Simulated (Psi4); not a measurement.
Run report: C2H6Si, excited-state calculation

C2H6Si, SMILES C[Si]C, computed with TDDFT (BHLYP)/6-311+G**, RKS (Psi4 1.11).

The geometry comes from this level: PBE0-D4/def2-TZVP.

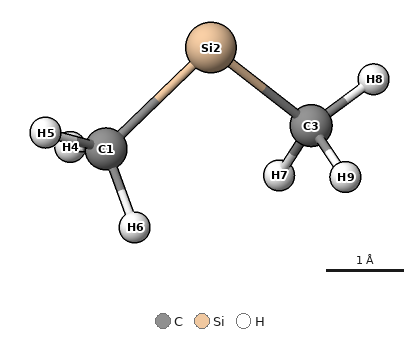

**Figure 1.** The input geometry (ball-and-stick view, seen at a tilt; atoms are numbered from 1 in the order of the input). Bond lengths as drawn: C–H 1.09 to 1.10 Å and C–Si 1.90 Å.

Summary:

- outcome: converged
- total energy: −369.239655 hartree
- basis functions: 110
- HOMO: −6.91 eV
- LUMO: −1.21 eV
- dipole moment: 1.27 D
- lowest excitation: 2.71 eV
- hardware: 1 thread of Intel Xeon @ 2.90GHz (Ice Lake), 64 GiB of memory available, shared host
- wall time: 2.4 min
- peak memory: 0.59 GiB

Input (c2h6si.in):
```python
memory 1600 mb

molecule {
  0 1
  C     -0.99664156     1.97911017    -1.52179645
  Si     1.69470639    -0.37737831    -1.72494201
  C      1.13742615    -2.02087312     1.40973569
  H     -2.70363117     0.90782443    -2.04506161
  H     -0.83091258     3.54323648    -2.85537617
  H     -1.32942233     2.71496952     0.38285851
  H     -0.86095922    -2.25444327     1.89161585
  H      2.11252483    -3.82971896     1.58226768
  H      1.94415024    -0.75022127     2.84800624
  units bohr
  symmetry c1
}

set {
  basis 6-311+G**
  reference rks
  puream true
  scf_type pk
  dft_radial_points 99
  dft_spherical_points 590
  save_jk true
}

from psi4.driver.procrouting.response.scf_response import tdscf_excitations
e, wfn = energy('bhhlyp', return_wfn=True)
states = tdscf_excitations(wfn, states=8, tda=False)
print_variables()
```

Run as:
```bash
psi4 -n 1 c2h6si.in c2h6si.out
```

The program's output:
```
Psi4 1.11 release

   => Loading Basis Set <=

    Name: 6-311+G**
    Role: ORBITAL
    Keyword: BASIS

         ---------------------------------------------------------
                                   SCF
                              RKS Reference
                        1 Threads,   1525 MiB Core
         ---------------------------------------------------------

  ==> Geometry <==

    Molecular point group: c1
    Full point group: C1

    Geometry (in Bohr), charge = 0, multiplicity = 1:

       Center              X                  Y                   Z               Mass
    ------------   -----------------  -----------------  -----------------  -----------------
         C           -1.813904893356     2.163944400001    -0.698258306445    12.000000000000
         SI           0.877443056644    -0.192544079999    -0.901403866445    27.976926534650
         C            0.320162816644    -1.836038889999     2.233273833555    12.000000000000
         H           -3.520894503356     1.092658660001    -1.221523466445     1.007825032230
         H           -1.648175913356     3.728070710001    -2.031838026445     1.007825032230
         H           -2.146685663356     2.899803750001     1.206396653555     1.007825032230
         H           -1.678222553356    -2.069609039999     2.715153993555     1.007825032230
         H            1.295261496644    -3.644884729999     2.405805823555     1.007825032230
         H            1.126886906644    -0.565387039999     3.671544383555     1.007825032230

  Running in c1 symmetry.

  Rotational constants: A =      0.56716  B =      0.23644  C =      0.17772 [cm^-1]
  Rotational constants: A =  17003.03926  B =   7088.32885  C =   5327.79431 [MHz]
  Nuclear repulsion =   97.704789457194863

  Charge       = 0
  Multiplicity = 1
  Electrons    = 32
  Nalpha       = 16
  Nbeta        = 16

  ==> Algorithm <==

  SCF Algorithm Type is PK.
  DIIS enabled.
  MOM disabled.
  Fractional occupation disabled.
  Guess Type is SAD.
  Energy threshold   = 1.00e-06
  Density threshold  = 1.00e-06
  Integral threshold = 1.00e-12

  ==> Primary Basis <==

  Basis Set: 6-311+G**
    Blend: 6-311+G**
    Number of shells: 58
    Number of basis functions: 110
    Number of Cartesian functions: 113
    Spherical Harmonics?: true
    Max angular momentum: 2

  ==> DFT Potential <==

   => LibXC <=

    Version 7.1.2

   => Composite Functional: BHANDHLYP <=

    BHandHLYP Hyb-GGA Exchange-Correlation Functional

    Defined through Gaussian implementation.

    Deriv               =              1
    GGA                 =           TRUE
    Meta                =          FALSE

    Exchange Hybrid     =           TRUE
    MP2 Hybrid          =          FALSE

   => Exchange Functionals <=

    0.5000         Becke 88

   => Exact (HF) Exchange <=

    0.5000               HF

   => Correlation Functionals <=

    1.0000   Lee, Yang & Parr

   => LibXC Density Thresholds  <==

    XC_HYB_GGA_XC_BHANDHLYP:  1.00E-15

   => Molecular Quadrature <=

    Radial Scheme          =       TREUTLER
    Pruning Scheme         =           NONE
    Nuclear Scheme         =       TREUTLER

    Blocking Scheme        =         OCTREE
    BS radius alpha        =              1
    Pruning alpha          =              1
    Radial Points          =             99
    Spherical Points       =            590
    Total Points           =         501719
    Total Blocks           =           3576
    Max Points             =            256
    Max Functions          =            110
    Weights Tolerance      =       1.00E-15

  ==> Integral Setup <==

  Using in-core PK algorithm.
   Calculation information:
      Number of atoms:                   9
      Number of AO shells:              58
      Number of primitives:             99
      Number of atomic orbitals:       113
      Number of basis functions:       110

      Integral cutoff                 1.00e-12
      Number of threads:                 1

  Performing in-core PK
  Using 37277130 doubles for integral storage.
  We computed 1352897 shell quartets total.
  Whereas there are 1464616 unique shell quartets.

  ==> DiskJK: Disk-Based J/K Matrices <==

    J tasked:                  Yes
    K tasked:                  Yes
    wK tasked:                  No
    Memory [MiB]:             1117
    Schwarz Cutoff:          1E-12

  Cached 2.1% of DFT collocation blocks in 0.025 [GiB].

  Minimum eigenvalue in the overlap matrix is 6.5661543000E-04.
  Reciprocal condition number of the overlap matrix is 7.5071728835E-05.
    Using symmetric orthogonalization.

  ==> Pre-Iterations <==

  SCF Guess: Superposition of Atomic Densities via on-the-fly atomic UHF (no occupation information).

   -------------------------
    Irrep   Nso     Nmo
   -------------------------
     A        110     110
   -------------------------
    Total     110     110
   -------------------------

  ==> Iterations <==

                        Total Energy        Delta E     RMS |[F,P]|

   @RKS iter SAD:  -368.46016995181691   -3.68460e+02   0.00000e+00
   @RKS iter   1:  -368.88452276201036   -4.24353e-01   7.80611e-03 DIIS/ADIIS
   @RKS iter   2:  -368.94407419596916   -5.95514e-02   6.60355e-03 DIIS/ADIIS
   @RKS iter   3:  -369.23828836097357   -2.94214e-01   4.66440e-04 DIIS/ADIIS
   @RKS iter   4:  -369.23959606042399   -1.30770e-03   9.99935e-05 DIIS
   @RKS iter   5:  -369.23965171374107   -5.56533e-05   1.59689e-05 DIIS
   @RKS iter   6:  -369.23965462569134   -2.91195e-06   4.14071e-06 DIIS
   @RKS iter   7:  -369.23965479526981   -1.69578e-07   8.08171e-07 DIIS
  Energy and wave function converged.

  ==> Post-Iterations <==

   Electrons on quadrature grid:
      Ntotal   =   32.0000007887 ; deviation = 7.887e-07

    Orbital Energies [Eh]
    ---------------------

    Doubly Occupied:

       1A    -67.130157     2A    -10.558424     3A    -10.558410
       4A     -5.600184     5A     -3.866788     6A     -3.861320
       7A     -3.859060     8A     -0.815029     9A     -0.779807
      10A     -0.519035    11A     -0.484488    12A     -0.478222
      13A     -0.456770    14A     -0.454790    15A     -0.357753
      16A     -0.253973

    Virtual:

      17A     -0.044286    18A      0.019077    19A      0.030541
      20A      0.050803    21A      0.054403    22A      0.076687
      23A      0.080737    24A      0.089040    25A      0.090022
      26A      0.099639    27A      0.110691    28A      0.135029
      29A      0.143957    30A      0.149299    31A      0.173825
      32A      0.204817    33A      0.205740    34A      0.206451
      35A      0.241895    36A      0.288583    37A      0.307381
      38A      0.333397    39A      0.351255    40A      0.368329
      41A      0.400648    42A      0.434702    43A      0.446247
      44A      0.494009    45A      0.530208    46A      0.580566
      47A      0.582100    48A      0.670770    49A      0.671324
      50A      0.698458    51A      0.703409    52A      0.738192
      53A      0.749219    54A      0.765325    55A      0.785253
      56A      0.797890    57A      0.856815    58A      0.938387
      59A      0.955781    60A      0.977923    61A      1.163687
      62A      1.175834    63A      1.196091    64A      1.207158
      65A      1.352865    66A      1.390670    67A      1.442368
      68A      1.539545    69A      1.547396    70A      1.652061
      71A      1.654200    72A      1.659448    73A      1.698041
      74A      1.734309    75A      1.775548    76A      1.813324
      77A      1.815238    78A      1.876769    79A      1.881495
      80A      2.128964    81A      2.136056    82A      2.268950
      83A      2.273093    84A      2.312721    85A      2.314935
      86A      2.538254    87A      2.548158    88A      2.592455
      89A      2.610080    90A      2.626192    91A      2.633567
      92A      2.662338    93A      2.665292    94A      2.685179
      95A      2.752094    96A      2.935843    97A      2.946657
      98A      3.271444    99A      3.334746   100A      3.849847
     101A      3.869388   102A      3.904991   103A      3.921626
     104A      5.751598   105A     11.623254   106A     11.732796
     107A     11.763647   108A     24.348803   109A     24.352145
     110A    141.996223

    Final Occupation by Irrep:
              A
    DOCC [    16 ]
    NA   [    16 ]
    NB   [    16 ]

  @RKS Final Energy:  -369.23965479526981

   => Energetics <=

    Nuclear Repulsion Energy =             97.7047894571948632
    One-Electron Energy =                -701.2504556839647876
    Two-Electron Energy =                 251.8365325359017959
    DFT Exchange-Correlation Energy =     -17.5305211044016751
    Empirical Dispersion Energy =           0.0000000000000000
    VV10 Nonlocal Energy =                  0.0000000000000000
    Total Energy =                       -369.2396547952698143

Computation Completed

Properties will be evaluated at   0.000000,   0.000000,   0.000000 [a0]

Properties computed using the SCF density matrix

 Multipole Moments:

 ------------------------------------------------------------------------------------
     Multipole            Electronic (a.u.)      Nuclear  (a.u.)        Total (a.u.)
 ------------------------------------------------------------------------------------

 L = 1.  Multiply by 2.5417464519 to convert [e a0] to [Debye]
 Dipole X            :          2.9060017           -3.2500799           -0.3440782
 Dipole Y            :         -0.6368608            0.7124683            0.0756075
 Dipole Z            :         -2.9826386            3.3359784            0.3533398
 Magnitude           :                                                    0.4989542

 ------------------------------------------------------------------------------------

	total time  =         17 seconds =       0.28 minutes

******************************************************************************************
**********                               WARNING                                **********
**********       The names of excited state variables changed between 1.5       **********
**********     and 1.6. For a quick solution, remove the symmetry specifier     **********
**********   from the variable name. For full details, see 'Notes on Psivars'   **********
**********                        in the documentation.                         **********
******************************************************************************************

         ---------------------------------------------------------
                         TDSCF excitation energies
         ---------------------------------------------------------

  ==> Options <==

     Residual threshold  : 1.0000e-04
     Initial guess       : denominators
     Reference           : RHF
     Solver type         : RPA (Hamiltonian)

  ==> Requested Excitations <==

      8 singlet states with A symmetry

  ==> Seeking the lowest 8 singlet states with A symmetry

                        Generalized Hamiltonian Solver

  ==> Options <==

    Max number of iterations        = 60
    Eigenvector tolerance           = 1.0000e-04
    Max number of expansion vectors = 1600

  => Iterations <=
                              Max[D[value]]     Max[|R|]   # vectors
  HamiltonianSolver iter   1:   2.69488e-01  1.69204e-01     32
  HamiltonianSolver iter   2:   8.73483e-03  3.23288e-02     48
  HamiltonianSolver iter   3:   2.06721e-04  7.04695e-03     64
  HamiltonianSolver iter   4:   7.40324e-06  1.57210e-03     80
  HamiltonianSolver iter   5:   2.98282e-07  4.70113e-04     96
  HamiltonianSolver iter   6:   1.65649e-08  1.30740e-04    110
  HamiltonianSolver iter   7:   1.18242e-09  8.20643e-05    112      Converged

******************************************************************************************
**********                               WARNING                                **********
**********  Length-gauge rotatory strengths are **NOT** gauge-origin invariant  **********
******************************************************************************************

                                    Excitation Energy         Total Energy        Oscillator Strength             Rotatory Strength
     #   Sym: GS->ES (Trans)        au              eV              au          au (length)    au (velocity)    au (length)    au (velocity)
    ---- -------------------- --------------- --------------- --------------- --------------- --------------- --------------- ---------------
     1        A->A (1 A)       0.09941         2.70506        -369.14025       0.0326          0.0472         -0.0198         -0.0173
     2        A->A (1 A)       0.18963         5.16020        -369.05002       0.0002          0.0002          0.0234          0.0205
     3        A->A (1 A)       0.20190         5.49391        -369.03776       0.0335          0.0341          0.0209          0.0211
     4        A->A (1 A)       0.21002         5.71487        -369.02964       0.2209          0.2282         -0.0636         -0.0607
     5        A->A (1 A)       0.22888         6.22821        -369.01077       0.2964          0.2831          0.0004          0.0004
     6        A->A (1 A)       0.23328         6.34790        -369.00637       0.0755          0.0604          0.0221          0.0199
     7        A->A (1 A)       0.25796         7.01952        -368.98169       0.0013          0.0013         -0.0045         -0.0046
     8        A->A (1 A)       0.26713         7.26890        -368.97253       0.0010          0.0012          0.0102          0.0113

Contributing excitations and de-excitations
Only contributions with abs(coeff) > 1.00e-01 will be printed:

Excited State    1 (1 A):   0.09941 au   458.34 nm f = 0.0326
  Sums of squares: Xssq =  1.021499e+00; Yssq =  2.149897e-02; Xssq - Yssq =  1.000000e+00
     16a  ->  17a    -0.999109 (99.822%)
     16a  <-  17a     0.130619 ( 1.706%)

Excited State    2 (1 A):   0.18963 au   240.27 nm f = 0.0002
  Sums of squares: Xssq =  1.000928e+00; Yssq =  9.284474e-04; Xssq - Yssq =  1.000000e+00
     15a  ->  17a     0.988112 (97.637%)

Excited State    3 (1 A):   0.20190 au   225.68 nm f = 0.0335
  Sums of squares: Xssq =  1.001190e+00; Yssq =  1.189523e-03; Xssq - Yssq =  1.000000e+00
     16a  ->  18a     0.981459 (96.326%)
     16a  ->  22a    -0.141446 ( 2.001%)

Excited State    4 (1 A):   0.21002 au   216.95 nm f = 0.2209
  Sums of squares: Xssq =  1.002811e+00; Yssq =  2.810714e-03; Xssq - Yssq =  1.000000e+00
     16a  ->  19a    -0.983649 (96.757%)
     16a  ->  23a     0.121800 ( 1.484%)

Excited State    5 (1 A):   0.22888 au   199.07 nm f = 0.2964
  Sums of squares: Xssq =  1.000860e+00; Yssq =  8.602923e-04; Xssq - Yssq =  1.000000e+00
     16a  ->  20a    -0.990180 (98.046%)

Excited State    6 (1 A):   0.23328 au   195.32 nm f = 0.0755
  Sums of squares: Xssq =  1.000241e+00; Yssq =  2.405862e-04; Xssq - Yssq =  1.000000e+00
     16a  ->  21a     0.986094 (97.238%)

Excited State    7 (1 A):   0.25796 au   176.63 nm f = 0.0013
  Sums of squares: Xssq =  1.000423e+00; Yssq =  4.227215e-04; Xssq - Yssq =  1.000000e+00
     16a  ->  18a    -0.139411 ( 1.944%)
     16a  ->  22a    -0.970307 (94.150%)

Excited State    8 (1 A):   0.26713 au   170.57 nm f = 0.0010
  Sums of squares: Xssq =  1.000472e+00; Yssq =  4.718041e-04; Xssq - Yssq =  1.000000e+00
     15a  ->  18a     0.154319 ( 2.381%)
     16a  ->  19a     0.115052 ( 1.324%)
     16a  ->  23a     0.970270 (94.142%)

******************************************************************************************
**********                               WARNING                                **********
**********       The names of excited state variables changed between 1.5       **********
**********     and 1.6. For a quick solution, remove the symmetry specifier     **********
**********   from the variable name. For full details, see 'Notes on Psivars'   **********
**********                        in the documentation.                         **********
******************************************************************************************

  Variable Map:
  ----------------------------------------------------------------------------
  "CURRENT ENERGY"              =>    -369.239654795270
  "CURRENT REFERENCE ENERGY"    =>    -369.239654795270
  "DD SOLVATION ENERGY"         =>       0.000000000000
  "DFT FUNCTIONAL TOTAL ENERGY" =>    -369.239654795270
  "DFT TOTAL ENERGY"            =>    -369.239654795270
  "DFT VV10 ENERGY"             =>       0.000000000000
  "DFT XC ENERGY"               =>     -17.530521104402
  "GRID ELECTRONS ALPHA"        =>      16.000000394328
  "GRID ELECTRONS BETA"         =>      16.000000394328
  "GRID ELECTRONS TOTAL"        =>      32.000000788655
  "NUCLEAR REPULSION ENERGY"    =>      97.704789457195
  "ONE-ELECTRON ENERGY"         =>    -701.250455683965
  "PCM POLARIZATION ENERGY"     =>       0.000000000000
  "PE ENERGY"                   =>       0.000000000000
  "SCF ITERATION ENERGY"        =>    -369.239654795270
  "SCF ITERATIONS"              =>       7.000000000000
  "SCF TOTAL ENERGY"            =>    -369.239654795270
  "TWO-ELECTRON ENERGY"         =>     251.836532535902
  "XC GRID RADIAL POINTS"       =>      99.000000000000
  "XC GRID SPHERICAL POINTS"    =>     590.000000000000
  "XC GRID TOTAL POINTS"        =>  501719.000000000000

  Array Variable Map:
  ----------------------------------------------------------------------------
  "CURRENT DIPOLE"              =>      -0.344078195051 ... 0.353339760227 1 by 3
  "SCF DIPOLE"                  =>      -0.344078195051 ... 0.353339760227 1 by 3
  "SCF TOTAL ENERGIES"          =>    -368.460169951817 ... -369.239654795270 1 by 8

    Psi4 run time: 0:02:20.49
```

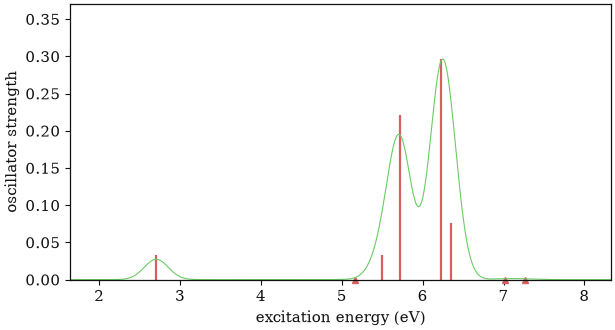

**Figure 2.** Computed excitations as sticks (degenerate states added up, dark ones marked on the axis), with a Gaussian envelope of 0.35 eV full width at half maximum, scaled to the tallest. Of the 8 states the lowest lies at 2.71 eV (f = 0.033); the strongest line is at 6.23 eV, or 199 nm (f = 0.296).

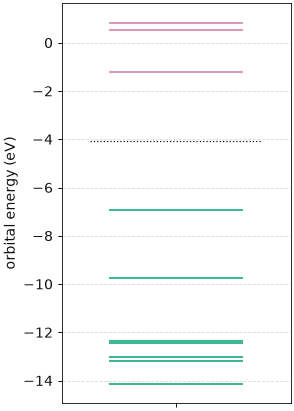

**Figure 3.** Orbital energies near the frontier; the dotted line parts filled from empty levels, and levels within 0.02 eV of each other stand side by side. Highest filled −6.91 eV, lowest empty −1.21 eV, 5.70 eV apart.
